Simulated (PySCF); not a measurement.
# C6H11Si (doublet): what the fields show

```yaml
atoms:
  - { symbol: C, position_ang: [2.6800, 1.4593, 0.0129] }
  - { symbol: C, position_ang: [1.9652, 0.5366, 0.6359] }
  - { symbol: C, position_ang: [1.8602, -0.8815, 0.2084] }
  - { symbol: Si, position_ang: [0.1874, -1.0956, -0.7089] }
  - { symbol: C, position_ang: [-1.2842, -0.9579, 0.5188] }
  - { symbol: C, position_ang: [-2.5116, -0.5210, -0.1936] }
  - { symbol: C, position_ang: [-3.0003, 0.7062, -0.1551] }
  - { symbol: H, position_ang: [3.2826, 1.2183, -0.8477] }
  - { symbol: H, position_ang: [2.7009, 2.4850, 0.3389] }
  - { symbol: H, position_ang: [1.3684, 0.8104, 1.4973] }
  - { symbol: H, position_ang: [1.9032, -1.5450, 1.0721] }
  - { symbol: H, position_ang: [2.6836, -1.1371, -0.4565] }
  - { symbol: H, position_ang: [0.0577, -0.1205, -1.7952] }
  - { symbol: H, position_ang: [-1.4614, -1.9147, 1.0121] }
  - { symbol: H, position_ang: [-1.0280, -0.2284, 1.2906] }
  - { symbol: H, position_ang: [-2.9940, -1.2783, -0.7984] }
  - { symbol: H, position_ang: [-3.8819, 0.9904, -0.7032] }
  - { symbol: H, position_ang: [-2.5366, 1.4803, 0.4353] }
```

Geometry: GFN2-xTB.

Level of theory: PySCF 2.14.0, density-fitted response routines, UKS B3LYP, pcH-1 on C H Si, non-relativistic, mean-field spin-orbit, GIAO.

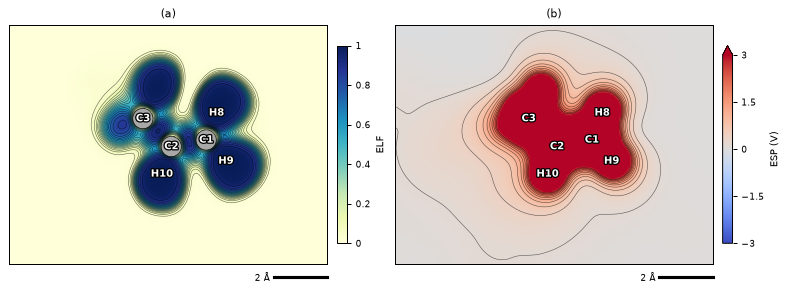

Figure 1. (a) electron localisation function; (b) electrostatic potential on the plane of atoms C1, C2 and C3. Grey discs cover the atomic cores in the ELF map.

> Describe what can be read from this map.

- Atoms in the plane: C and H.
- C–C (1.32 Å): the ELF peaks at about 0.95 between the atoms: a short, multiple covalent bond.
- C–H (1.08 Å): the ELF climbs to about 1 towards the hydrogen, as it does in any bond to H: an ordinary covalent bond to hydrogen.
- C–C (1.48 Å): the ELF peaks at about 0.95 between the atoms; localised, covalent bonding.
- The potential has no marked negative region in this plane.

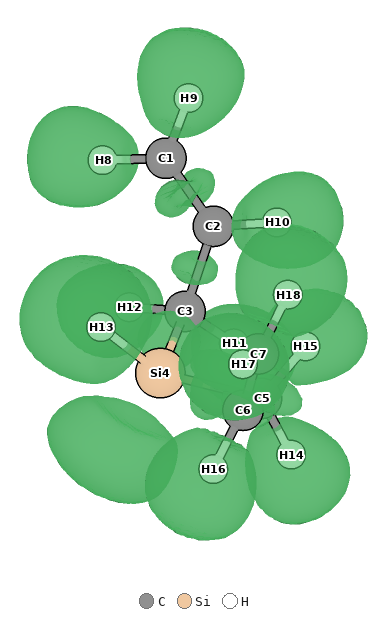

Figure 2. Isosurface of the electron localisation function at 0.85 (green), seen at an oblique angle. Core shells and regions of very low density are left out.

> Describe the localisation domains.

The ELF exceeds this value in four regions between bonded C–C atoms (shared pairs), two regions between bonded C–Si atoms (shared pairs), eleven regions around hydrogen nuclei and one lobe on Si, pointing away from the bonds (non-bonding electrons). Along the contacts the grid gives the following. C–Si (1.92 Å): the ELF peaks at about 0.95 between the atoms; a covalent bond.

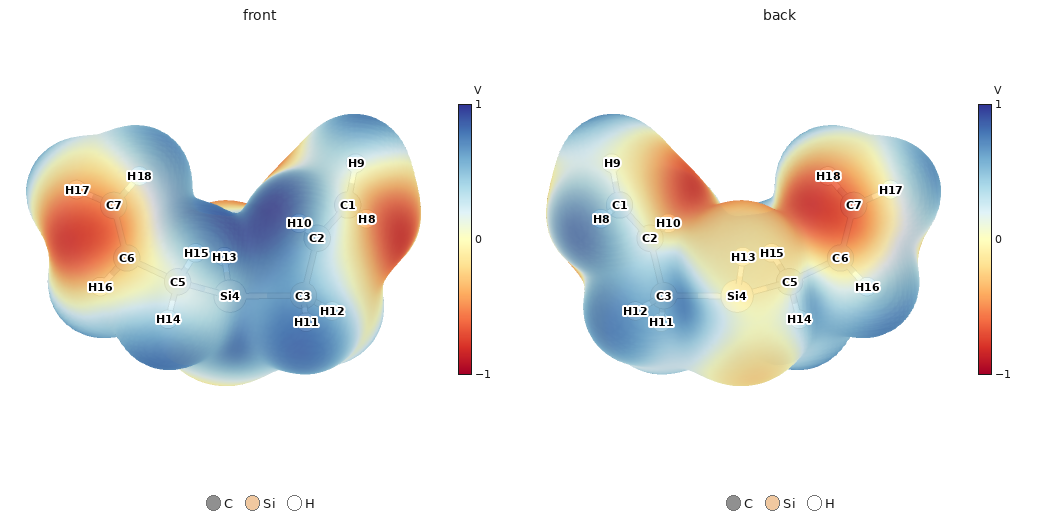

Figure 3. The molecular electrostatic potential painted on the density surface at 0.002 e/bohr³, seen from the front and from behind; the colour scale runs from red (negative) to blue (positive).

> Where is the surface potential most negative and most positive?

The most negative region (about −0.8 V, or −18 kcal/mol for a unit charge) lies over the π face of C1, C2, C6 and C7, the most positive (about +0.9 V, or +21 kcal/mol for a unit charge) over H10 and H15.
